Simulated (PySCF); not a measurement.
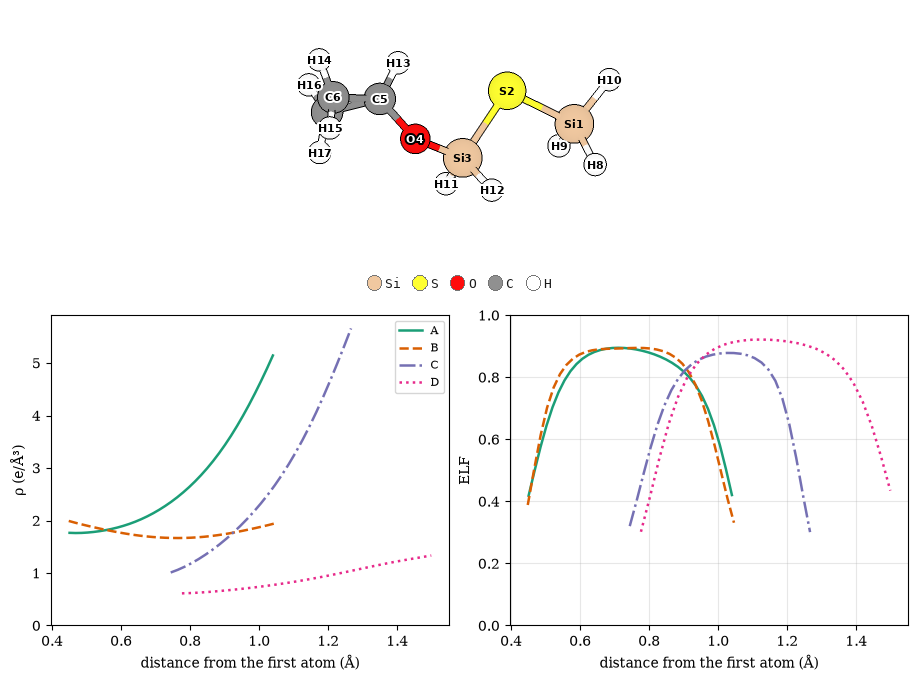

Figure. C3H10OSSi2 (SMILES [SiH3]S[SiH2]OC1CC1). Electron density and ELF along straight lines between neighbouring atoms. The curves leave out the atomic cores. The structure is drawn too.

Geometry: GFN2-xTB.

Theory: CAM-B3LYP/def2-SVPD, SCF density, gas phase in PySCF 2.14.0.

Input

```
{"job": {"kind": "uv", "xc": "CAM-B3LYP", "basis": "def2-SVPD", "nstates": 8, "ntriplets": 3}, "charge": 0, "multiplicity": 1}
Si     3.915240    -0.090052    -0.171409
S      1.986148    -0.553141     0.632669
Si     0.632403     0.106928    -0.902726
O     -0.849939    -0.393900    -0.533555
C     -1.547125    -0.311428     0.661593
C     -3.010365    -0.609615     0.631352
C     -2.532704     0.800274     0.841804
H      3.971963    -0.573791    -1.545247
H      4.103924     1.355500    -0.135388
H      4.823052    -0.793802     0.716659
H      0.759301     1.559512    -0.972343
H      0.862464    -0.597794    -2.147287
H     -0.956812    -0.627504     1.514321
H     -3.440621    -1.143526     1.464034
H     -3.443800    -0.852816    -0.325788
H     -2.633494     1.244846     1.819300
H     -2.646635     1.492340     0.021939
```

Run with:

```sh
OMP_NUM_THREADS=1 python probes_run.py task.json out
```

Q: Which curve belongs to which contact (C–C, C–O, Si–O and Si–S)? The first atom named is at distance zero.

A: Curve A: C–O (1.39 Å): the density is about 2.1 e/Å³ at the midpoint, with its minimum of 1.8 e/Å³ about 0.5 Å from C; the ELF peaks at about 0.90 between the atoms; a polar covalent bond. Curve B: C–C (1.49 Å): the density is about 1.7 e/Å³ at the midpoint; the ELF peaks at about 0.90 between the atoms (localised, covalent bonding). Curve C: Si–O (1.61 Å): ρ at the midpoint is about 1.2 e/Å³; the ELF peaks at about 0.90 between the atoms, as expected for a polar covalent bond. Curve D: Si–S (2.14 Å): ρ is about 0.8 e/Å³ halfway; the ELF peaks at about 0.90 between the atoms: localised, covalent bonding.
